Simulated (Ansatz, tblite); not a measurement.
# The cluster Ge3Se4: a ladder of methods and basis sets

Aim: run the singlet of the cluster Ge3Se4 at one geometry on many levels, and compare frontier levels, spin and run time.

Program: Ansatz 0.2.0, Gaussian basis. Level of theory: as each input shows. These are calculated values, not measurements.

The runs, in order: GFN1-xTB, GFN2-xTB, PBE-D4/def2-TZVP, r2SCAN-D4/def2-TZVP, LC-ωPBE/def2-TZVP, PBE-D4/def2-SVP, PBE0-D4/def2-SVP, MP2/def2-SVP, RPA/def2-SVP.

12 further runs of the same task are left out: 10 that didn't finish, 2 set aside as unsound or not needed. Runs told in other sessions of the task aren't counted.

### 1 The geometry

The geometry is that of the singlet, from an earlier relaxation (PBE-D4/def2-SVP). At that level it is the lowest of the isomers that a small search found.

7 atoms, charge 0, spin multiplicity 1.

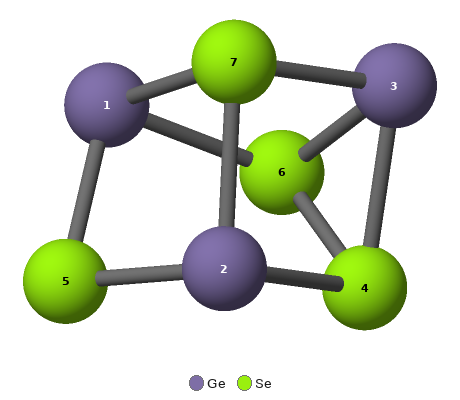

The geometry (germanium purple, selenium green); atoms are numbered from 1 in the order of the file.

PBE0-D4/def2-TZVP was run before; its log isn't repeated, and its numbers join the tables.

### 2 GFN1-xTB

Tight binding, by tblite at 300 K electronic temperature and without a spin-polarisation term:

```python
tblite.interface.Calculator('GFN1-xTB', numbers, positions, charge=0, uhf=0).singlepoint()
```

Energy -504.4682 eV, HOMO -9.12 eV, LUMO -7.07 eV; 0.034 s.

### 3 GFN2-xTB

Tight binding, by tblite at 300 K electronic temperature and without a spin-polarisation term:

```python
tblite.interface.Calculator('GFN2-xTB', numbers, positions, charge=0, uhf=0).singlepoint()
```

Energy -511.0110 eV, HOMO -10.54 eV, LUMO -8.54 eV; 0.044 s.

### 4 PBE-D4/def2-TZVP

start.molden holds the orbitals of an earlier run on this state, given as this run's starting guess.

in.yaml reads:

```yaml
crystal:
  periodic: [false, false, false]
  atoms:
    - {symbol: Ge, position_ang: [-1.566832, -0.267425, 1.211708]}
    - {symbol: Ge, position_ang: [0.784340, 1.837564, -0.036561]}
    - {symbol: Ge, position_ang: [-0.118340, -1.064187, -2.019030]}
    - {symbol: Se, position_ang: [1.946622, -0.587515, -0.575028]}
    - {symbol: Se, position_ang: [0.077301, 1.220202, 2.204006]}
    - {symbol: Se, position_ang: [0.290037, -2.071023, 0.303933]}
    - {symbol: Se, position_ang: [-1.413117, 0.932394, -1.089028]}
basis:
  gaussian: {orbitals: def2-TZVP, initial_orbitals: start.molden}
hamiltonian: {xc: pbe, dispersion: d4}
scf: {omitted_lower_state_checks: [starts]}
output: {forces: true, orbitals: {seedname: orbitals}}
```

Launch:

```console
ansatz run in.yaml --threads 4 --pin off --events-out ev --progress --plain --max-ram 4787MiB
```

The runs that follow: r2SCAN-D4/def2-TZVP; LC-ωPBE/def2-TZVP; PBE-D4/def2-SVP; PBE0-D4/def2-SVP; MP2/def2-SVP; RPA/def2-SVP.

Before running them: what should the planned runs give, taken together? Wanted: gap in def2-TZVP, named functionals, smallest and largest; correlation energy, MP2/def2-SVP; binding an atom, functionals in def2-TZVP; PBE0 total energy, smallest basis above largest.

The runs gave:

```
                                                 quantity                                value
gap in def2-TZVP, named functionals, smallest and largest  1.93 eV (PBE-D4), 7.71 eV (LC-ωPBE)
                         correlation energy, MP2/def2-SVP                            -43.13 eV
                binding an atom, functionals in def2-TZVP   2.77 (LC-ωPBE) to 3.29 eV (PBE-D4)
          PBE0 total energy, smallest basis above largest       53.36 eV (def2-SVP, def2-TZVP)
```

In words: Over the named functionals in def2-TZVP the gap runs from 1.93 eV (PBE-D4) to 7.71 eV (LC-ωPBE); exact exchange widens it.
